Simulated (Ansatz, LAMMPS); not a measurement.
# Charge trapping in a frame of glassy nearly rigid 60TiO2-40SiO2 (mol %) from 1500 K (141 atoms)

Does an extra electron or hole in a frame of glassy nearly rigid 60TiO2-40SiO2 (mol %) from 1500 K (141 atoms) stay spread out, or do the atoms trap it?

Calculated with Ansatz 0.2.0; Kohn-Sham DFT, revPBE, PAW (set soft_2), plane waves.

### 1. Set-up

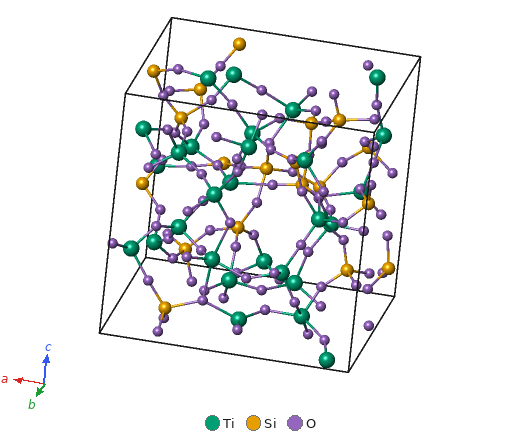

The cell as given, from a free direction (titanium teal, silicon orange, oxygen purple). Bonds to atoms that aren't drawn are left out. Some periodic images of atoms are drawn too.

The cell holds 141 atoms: 28 Ti, 19 Si and 94 O. Its edges and angles: a = 12.901 Å, b = 12.901 Å, c = 12.901 Å, α = 90.0°, β = 90.0°, γ = 90.0°. 141 atoms (28 Ti, 19 Si, 94 O) placed at random at 2.96 g/cm³, melted at 4000 K for 10 ps at fixed volume with the Morse and Coulomb pair potential with partial charges (Pedone, Malavasi, Menziani, Cormack and Segre, J. Phys. Chem. B 110, 11780 (2006)). Snapshot at the end of a hold of 10 ps at 1500 K and zero pressure.

What the set-up can't give: The starting topology of bonds comes from the classical model, and needn't be the one that DFT or experiment would give. Sampling is at Γ alone, for a cell whose shortest periodic width is 13 Å.

### 2. Single point at the start

A single point comes first, to see the forces before anything moves.

Contents of input.yaml:

```yaml
crystal:
  lattice:
    - [12.90086, 0.0, 0.0]
    - [0.0, 12.90086, 0.0]
    - [0.0, 0.0, 12.90086]
  atoms:
    - { symbol: Ti, position: [0.50137, 0.91934, 0.83233] }
    - { symbol: Ti, position: [0.81094, 0.68322, 0.68406] }
    - { symbol: Ti, position: [0.51243, 0.11742, 0.10007] }
    - { symbol: Ti, position: [0.32727, 0.85922, 0.31743] }
    - { symbol: Ti, position: [0.68524, 0.29624, 0.90678] }
    - { symbol: Ti, position: [0.93638, 0.82848, 0.30964] }
    - { symbol: Ti, position: [0.48001, 0.83685, 0.0904] }
    - { symbol: Ti, position: [0.09882, 0.9409, 0.0169] }
    - { symbol: Ti, position: [0.11362, 0.32142, 0.99677] }
    - { symbol: Ti, position: [0.82469, 0.27782, 0.5773] }
    - { symbol: Ti, position: [0.98449, 0.05946, 0.4034] }
    - { symbol: Ti, position: [0.90401, 0.45747, 0.22417] }
    - { symbol: Ti, position: [0.78408, 0.6518, 0.36798] }
    - { symbol: Ti, position: [0.61055, 0.8412, 0.32131] }
    - { symbol: Ti, position: [0.62414, 0.48717, 0.52729] }
    - { symbol: Ti, position: [0.10352, 0.48138, 0.57223] }
    - { symbol: Ti, position: [0.62602, 0.86207, 0.5958] }
    - { symbol: Ti, position: [0.25052, 0.71775, 0.10363] }
    - { symbol: Ti, position: [0.27029, 0.94845, 0.8243] }
    - { symbol: Ti, position: [0.59314, 0.44676, 0.11238] }
    - { symbol: Ti, position: [0.45224, 0.19072, 0.76382] }
    - { symbol: Ti, position: [0.23691, 0.29625, 0.35559] }
    - { symbol: Ti, position: [0.35122, 0.32737, 0.10244] }
    - { symbol: Ti, position: [0.93392, 0.86516, 0.82067] }
    - { symbol: Ti, position: [0.73446, 0.63293, 0.9897] }
    - { symbol: Ti, position: [0.07438, 0.24836, 0.7372] }
    - { symbol: Ti, position: [0.22772, 0.68879, 0.50231] }
    - { symbol: Ti, position: [0.54505, 0.57621, 0.77338] }
    - { symbol: Si, position: [0.10717, 0.60938, 0.28504] }
    - { symbol: Si, position: [0.71408, 0.04312, 0.94917] }
    - { symbol: Si, position: [0.99557, 0.32238, 0.41081] }
    - { symbol: Si, position: [0.97133, 0.50845, 0.94237] }
    [... 103 atom lines left out ...]
    - { symbol: O, position: [0.40834, 0.03831, 0.80008] }
    - { symbol: O, position: [0.15928, 0.16244, 0.67084] }
    - { symbol: O, position: [0.8578, 0.97356, 0.76149] }
    - { symbol: O, position: [0.59932, 0.54518, 0.6488] }
    - { symbol: O, position: [0.20418, 0.9971, 0.92958] }
    - { symbol: O, position: [0.45778, 0.9886, 0.09918] }
kpoints:
  mp_grid: { grid: [1, 1, 1] }
hamiltonian:
  xc: revpbe
scf:
  occupations: { method: gaussian, width: 0.05 }
output:
  forces: true
```

The run is started by

```
ansatz run input.yaml --threads 8 --pin off --max-ram 15872MiB --backend cpu --events-out ev --progress --plain --runs-dir out
```

Numbers of over 12 decimals in the logs are rounded to 6 here.

Log:

```text
Engine: ansatz 0.2.0, aarch64-unknown-linux-gnu
Pseudopotentials: kind: paw
Pseudopotential: Ti, paw, valence charge 12, recommended cutoff 420 eV (normal), Ti.paw.azcp
Pseudopotential: Si, paw, valence charge 4, recommended cutoff 420 eV (normal), Si.paw.azcp
Pseudopotential: O, paw, valence charge 6, recommended cutoff 420 eV (normal), O.paw.azcp
[... 5 lines on functional and potentials left out ...]
Crystal: 141 atoms, lattice volume = 2147.118 Å³
Basis set: ecut = 420 eV, 41923 PW (Γ), exchange–correlation on 180×180×180 points (8 copies of the dense FFT grid, shifted against one another)
Bands: 629, of which v1, the nominal top of the filled ones, is band 488 counted from 1 (487 counted from 0)
Symmetry: 1 space group operations
Space group: P1 (ITA 1), of the structure as read, at distance tolerance 1.3e-4 Å
k-points: 1
[... 10 lines on functional and potentials left out ...]
Initial density: superposition of atomic densities (neutral atoms: chi_scale 0, normalization atom), corrected by the library's trained network
Initial wavefunctions: pseudopotential atomic-orbital guess
Functional: x = revpbe(κ = 1.245, μ = 0.219515), c = pbe(β = 0.066725)
SCF iter   1: F=—  HF=-135797.751574 eV  |F-HF|=—  |Δ(HF+E_count)|=         —  Δρ=5.73e-3  dr2=9.85e-1  ethr=1.77e-3  ⟨swp⟩=6.0  Hψ=2411  notcnv=0  defer=83
preconditioner: auto → Resta (q_TF=auto, 2.392 Å⁻¹)  ε∞=4.9  [insulator: Δε(μ)=1.380 eV  Ē_g=11.143 eV  σ=0.050 eV  W_gap=1.00  n_scr=484 (ndim 8)  ℏωp=22.0 eV  f_vac=0.212  D(μ)=0.00/eV (n_scr^D=0)  ε∞_Penn≈4.9]
SCF iter   2: F=—  HF=-135797.667702 eV  |F-HF|=—  |Δ(HF+E_count)|=   8.39e-2  Δρ=3.78e-3  dr2=2.98e-1  ethr=1.01e-4  ⟨swp⟩=3.0  Hψ=1224  notcnv=0  defer=135
SCF iter   3: F=—  HF=-135797.660618 eV  |F-HF|=—  |Δ(HF+E_count)|=   7.08e-3  Δρ=2.31e-3  dr2=1.65e-1  ethr=3.06e-5  ⟨swp⟩=3.0  Hψ=990  notcnv=0  defer=72
automatic band count: iteration 3 solves 566 bands in place of 629: the levels show a gap, and the empty bands left out lie too high to hold charge; the band table lists the bands solved (type scf.n_extra_bands for more)
SCF iter   4: F=—  HF=-135797.658374 eV  |F-HF|=—  |Δ(HF+E_count)|=   2.24e-3  Δρ=1.17e-3  dr2=4.75e-2  ethr=1.69e-5  ⟨swp⟩=3.0  Hψ=989  notcnv=0  defer=72
SCF iter   5: F=—  HF=-135797.658291 eV  |F-HF|=—  |Δ(HF+E_count)|=   8.39e-5  Δρ=4.69e-4  dr2=7.26e-3  ethr=4.86e-6  ⟨swp⟩=2.0  Hψ=1145  notcnv=0  defer=72
SCF iter   6: F=—  HF=-135797.659854 eV  |F-HF|=—  |Δ(HF+E_count)|=   1.56e-3  Δρ=2.66e-4  dr2=1.83e-3  ethr=7.44e-7  ⟨swp⟩=2.0  Hψ=950  notcnv=0  defer=72
SCF iter   7: F=—  HF=-135797.661069 eV  |F-HF|=—  |Δ(HF+E_count)|=   1.22e-3  Δρ=1.48e-4  dr2=5.46e-4  ethr=1.87e-7  ⟨swp⟩=2.0  Hψ=931  notcnv=0  defer=72
SCF iter   8: F=—  HF=-135797.661358 eV  |F-HF|=—  |Δ(HF+E_count)|=   2.89e-4  Δρ=6.76e-5  dr2=1.20e-4  ethr=5.59e-8  ⟨swp⟩=2.0  Hψ=944  notcnv=0  defer=72
SCF iter   9: F=—  HF=-135797.661376 eV  |F-HF|=—  |Δ(HF+E_count)|=   1.79e-5  Δρ=3.29e-5  dr2=3.05e-5  ethr=1.23e-8  ⟨swp⟩=2.0  Hψ=978  notcnv=0  defer=72
SCF iter  10: F=—  HF=-135797.661491 eV  |F-HF|=—  |Δ(HF+E_count)|=   1.15e-4  Δρ=2.16e-5  dr2=1.26e-5  ethr=3.12e-9  ⟨swp⟩=2.0  Hψ=978  notcnv=0  defer=72
SCF iter  11: F=—  HF=-135797.661492 eV  |F-HF|=—  |Δ(HF+E_count)|=   1.15e-6  Δρ=1.06e-5  dr2=2.87e-6  ethr=1.29e-9  ⟨swp⟩=2.0  Hψ=978  notcnv=0  defer=72
SCF iter  12: F=—  HF=-135797.661492 eV  |F-HF|=—  |Δ(HF+E_count)|=   6.90e-8  Δρ=5.66e-6  dr2=8.12e-7  ethr=2.95e-10  ⟨swp⟩=2.0  Hψ=944  notcnv=0  defer=72
SCF iter  13: F=—  HF=-135797.661492 eV  |F-HF|=—  |Δ(HF+E_count)|=   1.17e-7  Δρ=4.56e-6  dr2=5.83e-7  ethr=8.32e-11  ⟨swp⟩=2.0  Hψ=982  notcnv=0  defer=72
SCF iter  14: F=—  HF=-135797.661492 eV  |F-HF|=—  |Δ(HF+E_count)|=   4.08e-8  Δρ=2.27e-6  dr2=1.46e-7  ethr=5.97e-11  ⟨swp⟩=2.0  Hψ=981  notcnv=0  defer=72
SCF iter  15: F=-135797.661492 eV  HF=-135797.661492 eV  |F-HF|=4.31e-9  |Δ(HF+E_count)|=   1.97e-8  Δρ=1.07e-6  dr2=3.04e-8  ethr=1.02e-11  ⟨swp⟩=3.0  Hψ=1546  notcnv=0
SCF 1 converged in 15 iterations: F = -135797.661492 eV  dr2 = 3.04e-8
  greatest PAW one-centre occupation: 0.999 electrons in one spin orbital (limit 2), on the Ti atom at site 8 (counted from 0), in its partial waves of l = 0
SCF converged after 15 iterations
Free energy (F): -135797.661492 eV
Harris-Foulkes:  -135797.661492 eV  (|F-HF|=4.31e-9)
Internal energy: -135797.661492 eV  (E = F + TS)
E sigma→0 (E₀):  -135797.661492 eV
Fermi energy:    4.366764 eV
--- Per-component energies (eV) ---
  E_band       = -10391.423271
  E_kinetic    = 25133.030654
  E_local      = -92583.247853  (includes V_loc(G=0)·N_el)
  E_nonlocal   = 4989.896399
  E_hartree    = 36695.625322
  E_xc         = -10790.152468
  E_vxc        = -13213.425219  (∫ρ·V_xc dr)
  E_paw        = -54144.642028  (= ΣΔE_a)
  E_vpaw       = -8109.160376  (= ΣTr[D̂ρ^β])
  E_aug_tail   = 0.236420  (compensation charges beyond the density's cutoff)
  E_ewald      = -45095.534827
  E_core_change = -2.873113  (= ΣΔE_core)
  E_smearing   = -0.000000  (= −TS)
  E_closure    = 0.000000  (closes the sum)
  Σ components = -135797.661492   (vs F -135797.661492, Δ=0.00e0)
--- Forces (eV/Å), atoms counted from 1 ---
  atom   1  Ti     1.46794871     3.14743620     0.85134085
  atom   2  Ti    -0.73479159     4.25579686     0.05362646
  atom   3  Ti     0.35169999    -3.86640723     2.76980081
  atom   4  Ti     1.04868421    -4.96067944    -3.17241078
  atom   5  Ti     0.27981546     0.42202711     2.40445216
  atom   6  Ti     2.64826984    -4.69029705    -4.40847088
  atom   7  Ti     0.87805559     2.42263436     2.77485150
  atom   8  Ti     2.30122112    -2.42676100    -0.19966722
  atom   9  Ti    -2.37053411    -1.00321986    -1.39238233
  atom  10  Ti    -3.15126832     4.44932054    -4.00720206
  atom  11  Ti     1.49008477     2.03424438     0.41144829
  atom  12  Ti     2.61090242     0.13044617     2.70057550
  atom  13  Ti    -3.14605660    -1.89312703     0.07117880
  atom  14  Ti    -3.68026880    -0.40794533    -0.68384096
[...]
atom 140  O     -0.57440234    -0.24284996     2.30848713
  atom 141  O     -0.85536458    -1.14228433     0.77953843
  max |Σ_I F_I| component: 5.36e-5 eV/Å
```

Wall time 26 s (8 threads of Arm Neoverse V2, shared host); peak memory 3.4 GiB.

The r.m.s. force at the start is 2.2 eV/Å.

### 3. Relaxation

With the cell held, the atoms are moved downhill towards a nearby minimum.

Contents of input.yaml:

```yaml
crystal:
  lattice:
    - [12.90086, 0.0, 0.0]
    - [0.0, 12.90086, 0.0]
    - [0.0, 0.0, 12.90086]
  atoms:
    [... the 141 atom lines of step 2 ...]
kpoints:
  mp_grid: { grid: [1, 1, 1] }
hamiltonian:
  xc: revpbe
scf:
  occupations: { method: gaussian, width: 0.05 }
output:
  forces: true
relax:
  f_tol: 0.05
  max_steps: 120
```

Log:

```text
[...]
Crystal: 141 atoms, lattice volume = 2147.118 Å³
Basis set: ecut = 420 eV, 41923 PW (Γ), exchange–correlation on 180×180×180 points (8 copies of the dense FFT grid, shifted against one another)
Bands: 629, of which v1, the nominal top of the filled ones, is band 488 counted from 1 (487 counted from 0)
Symmetry: 1 space group operations
[...]
k-points: 1
[...]
SCF iter   1: F=—  HF=-135797.751576 eV  |F-HF|=—  |Δ(HF+E_count)|=         —  Δρ=5.73e-3  dr2=9.85e-1  ethr=1.77e-3  ⟨swp⟩=6.0  Hψ=2411  notcnv=0  defer=83
[...]
SCF iter   8: F=—  HF=-135797.661431 eV  |F-HF|=—  |Δ(HF+E_count)|=   2.52e-4  Δρ=6.73e-5  dr2=1.19e-4  ethr=5.57e-8  ⟨swp⟩=2.0  Hψ=944  notcnv=0  defer=135
SCF iter   9: F=-135797.661475 eV  HF=-135797.661477 eV  |F-HF|=1.90e-6  |Δ(HF+E_count)|=   4.55e-5  Δρ=3.26e-5  dr2=2.99e-5  ethr=6.40e-9  ⟨swp⟩=2.0  Hψ=1612  notcnv=0
SCF 1 converged in 9 iterations: F = -135797.661475 eV  dr2 = 2.99e-5
[...]
relax step   1: F+E_penalty+E_count = -135797.66147484 eV  Δ(F+E_penalty+E_count) = +0.000e0 eV  max|allowed force component| = 8.000e0 eV/Å  Δτ_max = 0.0000 Å  (9 SCF iters, dr2 threshold 6.25e-5 eV, accepted)
[...]
relax step   2: F+E_penalty+E_count = -135815.33789684 eV  Δ(F+E_penalty+E_count) = -1.768e1 eV  max|allowed force component| = 4.190e0 eV/Å  Δτ_max = 0.1997 Å  (10 SCF iters, dr2 threshold 1.00e-4 eV, accepted)
[...]
relax step   3: F+E_penalty+E_count = -135824.53165515 eV  Δ(F+E_penalty+E_count) = -9.194e0 eV  max|allowed force component| = 1.473e0 eV/Å  Δτ_max = 0.1948 Å  (10 SCF iters, dr2 threshold 1.00e-4 eV, accepted)
relax step   4: F+E_penalty+E_count = -135827.07538601 eV  Δ(F+E_penalty+E_count) = -2.544e0 eV  max|allowed force component| = 9.856e-1 eV/Å  Δτ_max = 0.2000 Å  (9 SCF iters, dr2 threshold 1.00e-4 eV, accepted)
relax step   5: F+E_penalty+E_count = -135828.60825625 eV  Δ(F+E_penalty+E_count) = -1.533e0 eV  max|allowed force component| = 5.908e-1 eV/Å  Δτ_max = 0.2000 Å  (9 SCF iters, dr2 threshold 1.00e-4 eV, accepted)
relax step   6: F+E_penalty+E_count = -135829.28387805 eV  Δ(F+E_penalty+E_count) = -6.756e-1 eV  max|allowed force component| = 4.859e-1 eV/Å  Δτ_max = 0.2000 Å  (8 SCF iters, dr2 threshold 1.00e-4 eV, accepted)
relax step   7: F+E_penalty+E_count = -135829.66295168 eV  Δ(F+E_penalty+E_count) = -3.791e-1 eV  max|allowed force component| = 3.836e-1 eV/Å  Δτ_max = 0.1950 Å  (8 SCF iters, dr2 threshold 8.48e-5 eV, accepted)
relax step   8: F+E_penalty+E_count = -135829.94030420 eV  Δ(F+E_penalty+E_count) = -2.774e-1 eV  max|allowed force component| = 3.609e-1 eV/Å  Δτ_max = 0.2000 Å  (8 SCF iters, dr2 threshold 9.18e-5 eV, accepted)
relax step   9: F+E_penalty+E_count = -135830.05037899 eV  Δ(F+E_penalty+E_count) = -1.101e-1 eV  max|allowed force component| = 2.478e-1 eV/Å  Δτ_max = 0.2000 Å  (8 SCF iters, dr2 threshold 8.12e-5 eV, accepted)
relax step  10: F+E_penalty+E_count = -135830.07359453 eV  Δ(F+E_penalty+E_count) = -2.322e-2 eV  max|allowed force component| = 2.122e-1 eV/Å  Δτ_max = 0.0915 Å  (8 SCF iters, dr2 threshold 2.90e-5 eV, accepted)
relax step  11: F+E_penalty+E_count = -135830.07802537 eV  Δ(F+E_penalty+E_count) = -4.431e-3 eV  max|allowed force component| = 1.325e-1 eV/Å  Δτ_max = 0.0825 Å  (7 SCF iters, dr2 threshold 2.12e-5 eV, accepted)
relax step  12: F+E_penalty+E_count = -135830.08611802 eV  Δ(F+E_penalty+E_count) = -8.093e-3 eV  max|allowed force component| = 5.141e-2 eV/Å  Δτ_max = 0.0534 Å  (7 SCF iters, dr2 threshold 6.84e-6 eV, accepted)
relax step  13: F+E_penalty+E_count = -135830.08643613 eV  Δ(F+E_penalty+E_count) = -3.181e-4 eV  max|allowed force component| = 5.512e-2 eV/Å  Δτ_max = 0.0086 Å  (9 SCF iters, accepted)
[...]
relax step  14: F+E_penalty+E_count = -135830.08738178 eV  Δ(F+E_penalty+E_count) = -9.456e-4 eV  max|allowed force component| = 1.442e-2 eV/Å  Δτ_max = 0.0065 Å  (8 SCF iters, accepted)
SCF converged after 8 iterations
Free energy (F): -135830.087382 eV
[...]
Internal energy: -135830.087382 eV  (E = F + TS)
E sigma→0 (E₀):  -135830.087382 eV
Fermi energy:    4.384836 eV
[...]
Σ components = -135830.087382   (vs F -135830.087382, Δ=0.00e0)
--- Forces (eV/Å), atoms counted from 1 ---
  atom   1  Ti     0.01248227     0.00040289     0.00293719
  atom   2  Ti     0.01259833    -0.00296522    -0.00048804
  atom   3  Ti     0.00027333    -0.00233742    -0.00238281
  atom   4  Ti     0.00133415     0.00205623     0.00421282
[...]
atom 141  O     -0.00152711     0.00107504    -0.00123040
  max |Σ_I F_I| component: 5.61e-5 eV/Å
--- Relaxed structure (14 steps of the walk, 14 accepted, 0 SCFs on fresh bases) ---
  F+E_penalty+E_count = -135830.08738178 eV   max|allowed force component| = 1.442e-2 eV/Å
  atoms:
    - { symbol: Ti, position: [0.510708, 0.930076, 0.811527] }
    - { symbol: Ti, position: [0.813063, 0.685478, 0.694068] }
    - { symbol: Ti, position: [0.495722, 0.130256, 0.091796] }
    - { symbol: Ti, position: [0.327709, 0.861976, 0.316438] }
[...]
- { symbol: O, position: [0.433598, 1.006235, 0.089851] }
```

Elapsed: 4.2 min, on 8 threads; peak memory 3.4 GiB.

The relaxation converged after 14 steps, 32.4 eV below its start, with a largest force component of 0.014 eV/Å.

[end of part 1 of 4]

[Logs are printed without paths, hosts, clocks, repeated set-up lines and the standing remarks that a program may print on its own settings, such as how far it seeks lower states.]

[Hosts, paths, dates, database ids (printed as entryN), source tags and the programs' standing remarks are cut or masked in the printed files.]
